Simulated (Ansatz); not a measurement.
## Ligand exchange: Sn(CH3)3Br + BH2I → Sn(CH3)3I + BH2Br

Species: Sn(CH3)3Br, singlet; BH2I `BI`, singlet; Sn(CH3)3I, singlet; BH2Br `BBr`, singlet. The partners trade Br for I: Sn–Br and B–I bonds give way to Sn–I and B–Br.

Shapes, held fixed at every level: PBE0-D4/def2-TZVP. Programs: Ansatz 0.2.0. The zero-point and thermal change to 298 K, harmonic and unscaled (PBE0-D4/def2-TZVP), is +0.9 kJ/mol.

| level | kind | ΔH(298 K) (kJ/mol) | less CCSD(T)/def2-TZVPP |
| --- | --- | --- | --- |
| HF/def2-SVP | Hartree–Fock | -24.3 | -7.0 |
| HF/def2-TZVPP | Hartree–Fock | -18.9 | -1.6 |
| BHLYP-D4/def2-TZVPP | global hybrid | -21.1 | -3.8 |
| r2SCAN0-D4/def2-TZVPP | global hybrid | -19.5 | -2.2 |
| wB97X-V/def2-TZVPP | range-separated hybrid | -18.9 | -1.6 |
| MP2/def2-TZVPP | perturbation theory | -20.8 | -3.5 |
| CCSD/def2-SVP | coupled cluster or CI | -22.5 | -5.2 |
| CCSD(T)/def2-TZVPP | coupled cluster or CI | -17.3 | 0.0 |

The highest level, CCSD(T)/def2-TZVPP, gives ΔH(298 K) = -17.3 kJ/mol; the levels span -24.3 to -17.3. The column of differences is taken from that level and isn't an error. No measured value is set beside it here. For atoms past krypton def2 sets carry core potentials with scalar relativity. Relativity is left out for Br. Outer-core shells of Br, I, Sn are correlated in most correlated rows, in sets that cover them unevenly.

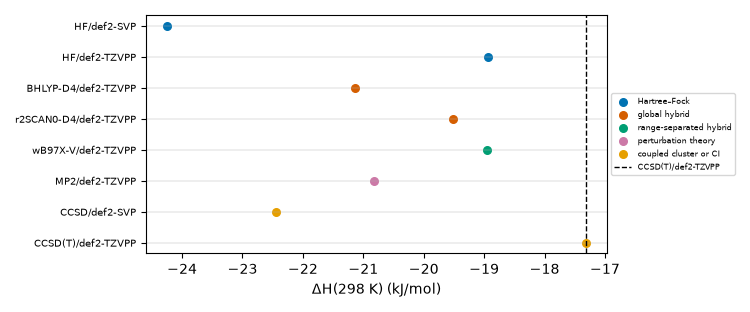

The values of the table, level by level.
